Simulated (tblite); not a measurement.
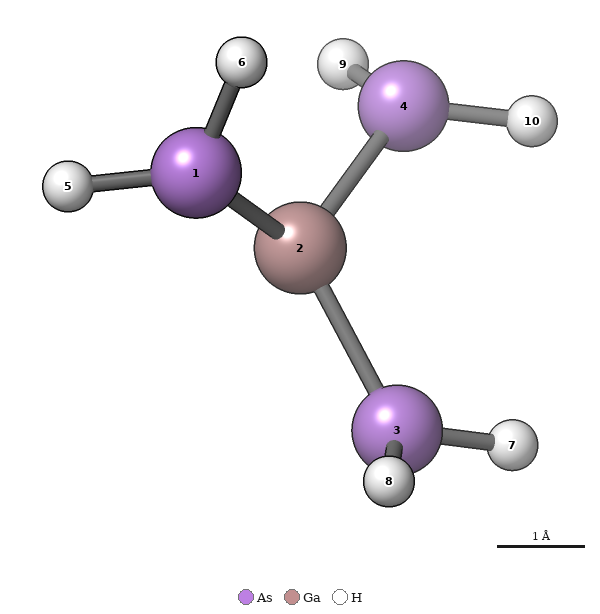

The starting structure (ball-and-stick view, seen at a tilt; atoms are numbered from 1 in the order of the input). Sticks mark near contacts.

## Run report: GaAs3H6, geometry relaxation (part 1 of 2)

GaAs3H6, computed with GFN2-xTB geometry optimisation, gas phase (tblite 0.8.0).

## What the program printed
```
step      E/eV     max force
  0    -305.12790    2.646
  1    -305.47763    2.399
  2    -306.62139    1.871
  3    -307.26754    1.887
  4    -307.48914    1.742
  5    -307.75779    1.407
  6    -308.17855    0.733
  7    -308.26301    0.371
  8    -308.27374    0.362
  9    -308.31283    0.334
 10    -308.33733    0.491
 11    -308.38370    0.698
 12    -308.43417    0.700
 13    -308.48615    0.558
 14    -308.51642    0.405
 15    -308.52579    0.368
 16    -308.54375    0.422
 17    -308.57114    0.474
 18    -308.59659    0.466
 19    -308.61027    0.398
 20    -308.62033    0.272
 21    -308.62699    0.205
 22    -308.63219    0.181
 23    -308.63541    0.217
 24    -308.63831    0.216
 25    -308.64170    0.173
 26    -308.64581    0.163
 27    -308.64908    0.148
 28    -308.65091    0.103
 29    -308.65211    0.090
 30    -308.65318    0.082
 31    -308.65453    0.106
 32    -308.65661    0.159
 33    -308.65958    0.193
 34    -308.66309    0.174
 35    -308.66605    0.112
 36    -308.66758    0.084
 37    -308.66835    0.077
 38    -308.66914    0.074
 39    -308.66992    0.080
 40    -308.67056    0.073
 41    -308.67099    0.058
 42    -308.67125    0.039
 43    -308.67139    0.027
 44    -308.67150    0.027
 45    -308.67160    0.027
 46    -308.67173    0.037
 47    -308.67191    0.038
 48    -308.67210    0.042
 49    -308.67224    0.035
 50    -308.67232    0.020
 51    -308.67238    0.023
 52    -308.67243    0.027
 53    -308.67253    0.032
 54    -308.67267    0.037
 55    -308.67287    0.048
 56    -308.67315    0.057
 57    -308.67347    0.053
 58    -308.67370    0.033
 59    -308.67381    0.027
 60    -308.67387    0.020
 61    -308.67394    0.022
 62    -308.67407    0.033
 63    -308.67433    0.051
 64    -308.67475    0.063
 65    -308.67521    0.067
 66    -308.67563    0.052
 67    -308.67597    0.045
 68    -308.67625    0.056
 69    -308.67662    0.060
 70    -308.67710    0.064
 71    -308.67758    0.066
 72    -308.67802    0.053
 73    -308.67830    0.053
 74    -308.67856    0.046
 75    -308.67879    0.050
 76    -308.67942    0.077
 77    -308.68062    0.105
 78    -308.68306    0.182
 79    -308.68662    0.223
 80    -308.68545    0.422
 81    -308.69183    0.284
 82    -308.69079    0.203
 83    -308.69519    0.078
 84    -308.69705    0.149
 85    -308.69789    0.141
 86    -308.69958    0.040
 87    -308.69974    0.046
 88    -308.69988    0.038
 89    -308.69998    0.021
 90    -308.70002    0.018
 91    -308.70011    0.022
 92    -308.70020    0.024
 93    -308.70036    0.026
 94    -308.70056    0.029
 95    -308.70077    0.033
 96    -308.70096    0.031
 97    -308.70115    0.032
 98    -308.70136    0.034
 99    -308.70161    0.027
100    -308.70176    0.044
101    -308.70198    0.034
102    -308.70209    0.023
103    -308.70219    0.013
104    -308.70222    0.012
105    -308.70224    0.010
106    -308.70225    0.008
```

## Trajectory as extended XYZ (Å, eV, eV/Å), 28 frames, from step=0 to step=106
```
10
Properties=species:S:1:pos:R:3:forces:R:3 step=0 energy=-305.12790
As   -1.1929    1.1659    2.5460   -1.8860  -0.9550  -1.5930
Ga    0.2422    1.1036    0.6190    0.6150  -0.4900  -0.0410
As   -0.7571    0.4274   -1.4508   -0.2340   2.1160  -0.8850
As    2.4973    0.3002    0.9988   -0.6710  -0.3160   2.2460
H    -1.6743    2.4974    2.9796    0.6380   0.2700   0.8430
H    -0.8520    0.2054    3.6234    0.6270   0.7070   0.6890
H     0.1094   -0.3950   -2.3849   -0.5060  -0.7140   0.5330
H    -2.2072    0.0374   -1.3642    0.3400  -0.8880  -0.0720
H     3.5530    1.3441    1.1886    0.4310  -0.2070  -0.8740
H     2.8888   -0.9262    0.2500    0.6450   0.4760  -0.8460
10
Properties=species:S:1:pos:R:3:forces:R:3 step=4 energy=-307.48914
As   -1.5254    1.0208    2.3576   -0.0440   0.3660   1.3850
Ga    0.3168    1.0194    0.6049   -0.5850  -0.2610  -0.1190
As   -0.8091    0.7720   -1.6530   -0.2270  -0.5040  -0.9290
As    2.4768    0.2032    1.3726    1.6240  -0.6200  -0.1210
H    -1.5487    2.4981    3.0951    0.2900  -0.9330  -0.5420
H    -0.7572    0.3550    3.6880   -0.3010   0.5900  -1.0230
H     0.0078   -0.4959   -2.2654   -0.4880   0.6330   0.6680
H    -2.1180   -0.1072   -1.3649    0.8920   0.2720   0.1640
H     3.5934    1.2929    1.0346   -0.7070  -0.4740  -0.1270
H     2.9709   -0.7982    0.1359   -0.4520   0.9310   0.6440
10
Properties=species:S:1:pos:R:3:forces:R:3 step=8 energy=-308.27374
As   -1.6238    1.0160    2.4514   -0.0590  -0.1510  -0.0920
Ga    0.2667    0.9409    0.5931   -0.1430  -0.3010   0.1410
As   -0.8511    0.8112   -1.8168    0.0750   0.0780   0.1630
As    2.6437    0.1056    1.4720   -0.2320  -0.1030  -0.0790
H    -1.4722    2.3874    3.0623    0.1820   0.1150  -0.1520
H    -0.7660    0.4736    3.5797    0.1110  -0.0060  -0.1550
H    -0.0843   -0.4421   -2.1431    0.2250  -0.0430   0.0250
H    -1.9670   -0.1074   -1.3431    0.0770   0.1630   0.2070
H     3.5181    1.2199    0.9664   -0.0970   0.2010  -0.0920
H     2.9431   -0.6450    0.1837   -0.1400   0.0480   0.0330
10
Properties=species:S:1:pos:R:3:forces:R:3 step=12 energy=-308.43417
As   -1.6767    0.9609    2.4355   -0.0290   0.4180   0.2010
Ga    0.1642    0.7428    0.6696    0.0810   0.1290  -0.1540
As   -0.7787    0.8459   -1.7495    0.4120  -0.1240   0.0790
As    2.5585    0.0774    1.4579    0.2270   0.5890   0.1920
H    -1.3464    2.4038    2.9331    0.0010  -0.3810  -0.3800
H    -0.6925    0.4809    3.4633    0.1200  -0.1740   0.0880
H     0.0233   -0.4316   -2.0942   -0.1790   0.2310   0.1400
H    -1.8955   -0.0107   -1.2021   -0.0210  -0.0910   0.0560
H     3.4013    1.2980    0.9138   -0.5680  -0.3660   0.1840
H     2.8497   -0.6072    0.1778   -0.0440  -0.2330  -0.4040
10
Properties=species:S:1:pos:R:3:forces:R:3 step=16 energy=-308.54375
As   -1.7069    0.9721    2.4605    0.1150  -0.2870  -0.0130
Ga    0.1279    0.6678    0.6927    0.1510   0.2450   0.1030
As   -0.6921    0.8584   -1.6969   -0.0800   0.0660   0.0510
As    2.5431    0.1118    1.4681   -0.1320  -0.4000  -0.0340
H    -1.2667    2.3689    2.7994    0.1420   0.1590  -0.1070
H    -0.6391    0.4587    3.4121   -0.0760  -0.0280   0.0620
H     0.0594   -0.4061   -2.0432   -0.0090  -0.1010   0.0590
H    -1.8471    0.0304   -1.1248    0.1230   0.0050  -0.1300
H     3.2468    1.3057    0.9006   -0.1310   0.2610  -0.1420
H     2.7818   -0.6077    0.1369   -0.1000   0.0790   0.1520
10
Properties=species:S:1:pos:R:3:forces:R:3 step=20 energy=-308.62033
As   -1.6972    0.9293    2.4854    0.1890   0.0130  -0.1960
Ga    0.1528    0.6873    0.7368   -0.0630  -0.0500   0.1760
As   -0.6231    0.8939   -1.6348    0.0040  -0.0220  -0.2020
As    2.5095    0.0607    1.4711    0.0110   0.1260   0.0710
H    -1.1571    2.3529    2.6273    0.0250  -0.0950   0.0560
H    -0.6057    0.4207    3.4013   -0.0040   0.0750   0.1690
H     0.0811   -0.4100   -1.9713    0.0740   0.0410   0.0470
H    -1.7697    0.0600   -1.0988   -0.0920   0.0250  -0.0320
H     3.0292    1.3601    0.8608   -0.1230  -0.0580   0.0300
H     2.6875   -0.5949    0.1277   -0.0200  -0.0550  -0.1190
10
Properties=species:S:1:pos:R:3:forces:R:3 step=24 energy=-308.63831
As   -1.6649    0.9191    2.4627   -0.0310  -0.0300   0.0790
Ga    0.1563    0.6909    0.7601    0.0330  -0.0850  -0.1960
As   -0.6134    0.8950   -1.6502   -0.0020  -0.0090   0.0560
As    2.5046    0.0627    1.4759    0.0090  -0.0600  -0.0660
H    -1.1343    2.3381    2.6102    0.0340  -0.0120   0.0520
H    -0.6056    0.4273    3.4347   -0.0400   0.0820   0.0680
H     0.0974   -0.4074   -1.9523    0.0800  -0.0200   0.0230
H    -1.7728    0.0690   -1.1087   -0.0230   0.0530  -0.0600
H     2.9723    1.3654    0.8578   -0.0340   0.0400  -0.0200
H     2.6677   -0.5998    0.1152   -0.0260   0.0420   0.0640
10
Properties=species:S:1:pos:R:3:forces:R:3 step=28 energy=-308.65091
As   -1.6500    0.9050    2.4663    0.0190  -0.0050   0.1010
Ga    0.1585    0.6527    0.7363   -0.0130  -0.0510   0.0650
As   -0.5933    0.8985   -1.6500    0.0470   0.0050  -0.0300
As    2.5019    0.0550    1.4697   -0.0590  -0.0140   0.0330
H    -1.0930    2.3142    2.5928   -0.0150   0.0460  -0.0030
H    -0.6074    0.4561    3.4757   -0.0340  -0.0020   0.0110
H     0.1383   -0.4063   -1.9191   -0.0180  -0.0030   0.0100
H    -1.7743    0.0970   -1.1232   -0.0010  -0.0050  -0.0770
H     2.8914    1.3793    0.8458    0.0250   0.0510  -0.0390
H     2.6350   -0.5912    0.1109    0.0480  -0.0220  -0.0710
10
Properties=species:S:1:pos:R:3:forces:R:3 step=32 energy=-308.65661
As   -1.6419    0.9047    2.4895   -0.0820   0.0470  -0.0230
Ga    0.1551    0.6333    0.7377   -0.1060   0.0130   0.0420
As   -0.5818    0.8957   -1.6581    0.0030   0.0100   0.0360
As    2.4911    0.0540    1.4642    0.1020   0.0250  -0.1200
H    -1.0977    2.3229    2.6069   -0.0040  -0.0070  -0.0090
H    -0.6186    0.4652    3.5069    0.0760  -0.0210   0.0690
H     0.1452   -0.4106   -1.9154   -0.0090  -0.0380  -0.0020
H    -1.7854    0.1015   -1.1623    0.0450   0.0150  -0.0750
H     2.8926    1.3899    0.8391   -0.0420  -0.0850   0.0260
H     2.6485   -0.5965    0.0970    0.0170   0.0410   0.0560
10
Properties=species:S:1:pos:R:3:forces:R:3 step=36 energy=-308.66758
As   -1.6477    0.9100    2.5541    0.0170  -0.0060  -0.0080
Ga    0.1130    0.5748    0.7654   -0.0250   0.0330   0.0370
As   -0.5261    0.9021   -1.6558    0.0020   0.0070   0.0800
As    2.4915    0.0498    1.4321    0.0060  -0.0490   0.0300
H    -1.0697    2.3230    2.5812   -0.0020  -0.0430   0.0330
H    -0.6121    0.4811    3.5819   -0.0030   0.0590  -0.0600
H     0.1685   -0.4249   -1.8777    0.0380  -0.0530  -0.0380
H    -1.7715    0.1311   -1.2572   -0.0340   0.0130  -0.0320
H     2.8083    1.4016    0.8148   -0.0040   0.0030  -0.0280
H     2.6532   -0.5884    0.0666    0.0050   0.0350  -0.0140
10
Properties=species:S:1:pos:R:3:forces:R:3 step=40 energy=-308.67056
As   -1.6506    0.9109    2.5649   -0.0360  -0.0080   0.0010
Ga    0.0986    0.5657    0.7807    0.0700  -0.0090   0.0200
As   -0.5125    0.9005   -1.6389    0.0290  -0.0590  -0.0120
As    2.4917    0.0433    1.4280   -0.0110   0.0230  -0.0090
H    -1.0675    2.3178    2.5864   -0.0060   0.0100   0.0140
H    -0.6086    0.4958    3.5840    0.0240   0.0130  -0.0100
H     0.1794   -0.4356   -1.8802   -0.0280   0.0470   0.0050
H    -1.7775    0.1402   -1.2833   -0.0090   0.0040  -0.0150
H     2.7964    1.4015    0.8064   -0.0200  -0.0290   0.0190
H     2.6577   -0.5798    0.0573   -0.0130   0.0070  -0.0140
10
Properties=species:S:1:pos:R:3:forces:R:3 step=44 energy=-308.67150
As   -1.6534    0.9098    2.5713    0.0180   0.0040  -0.0010
Ga    0.1027    0.5610    0.7890    0.0020  -0.0140  -0.0010
As   -0.5029    0.8956   -1.6352   -0.0050   0.0220   0.0000
As    2.4920    0.0414    1.4256    0.0110  -0.0130   0.0050
H    -1.0655    2.3157    2.5874   -0.0230   0.0120   0.0050
H    -0.6045    0.5038    3.5883    0.0100  -0.0010  -0.0080
H     0.1811   -0.4364   -1.8772    0.0020  -0.0250  -0.0030
H    -1.7789    0.1449   -1.2994    0.0050   0.0010  -0.0030
H     2.7813    1.3994    0.8046   -0.0020   0.0130   0.0120
H     2.6553   -0.5751    0.0510   -0.0170   0.0020  -0.0070
10
Properties=species:S:1:pos:R:3:forces:R:3 step=48 energy=-308.67210
As   -1.6511    0.9105    2.5736    0.0080  -0.0050  -0.0010
Ga    0.1069    0.5513    0.7949   -0.0260   0.0140  -0.0240
As   -0.4978    0.8953   -1.6319    0.0340  -0.0240  -0.0010
As    2.4962    0.0365    1.4237    0.0100  -0.0040   0.0230
H    -1.0761    2.3214    2.5926   -0.0110   0.0020  -0.0040
H    -0.5955    0.5085    3.5841    0.0110   0.0010   0.0090
H     0.1812   -0.4433   -1.8786   -0.0170   0.0190   0.0030
H    -1.7784    0.1493   -1.3088   -0.0040  -0.0010   0.0090
H     2.7748    1.4014    0.8105   -0.0020   0.0000   0.0100
H     2.6468   -0.5708    0.0453   -0.0030  -0.0020  -0.0240
10
Properties=species:S:1:pos:R:3:forces:R:3 step=52 energy=-308.67243
As   -1.6482    0.9096    2.5749   -0.0010  -0.0110   0.0070
Ga    0.1063    0.5496    0.7940    0.0030   0.0060   0.0040
As   -0.4912    0.8929   -1.6310   -0.0070   0.0100  -0.0100
As    2.4993    0.0331    1.4245   -0.0220  -0.0070  -0.0130
H    -1.0821    2.3240    2.5921   -0.0030  -0.0030  -0.0030
H    -0.5889    0.5105    3.5839    0.0050   0.0110   0.0020
H     0.1793   -0.4451   -1.8780    0.0070  -0.0200  -0.0030
H    -1.7769    0.1518   -1.3107    0.0070   0.0080   0.0070
H     2.7688    1.4023    0.8157    0.0060  -0.0040   0.0080
H     2.6409   -0.5686    0.0401    0.0050   0.0100   0.0000
```
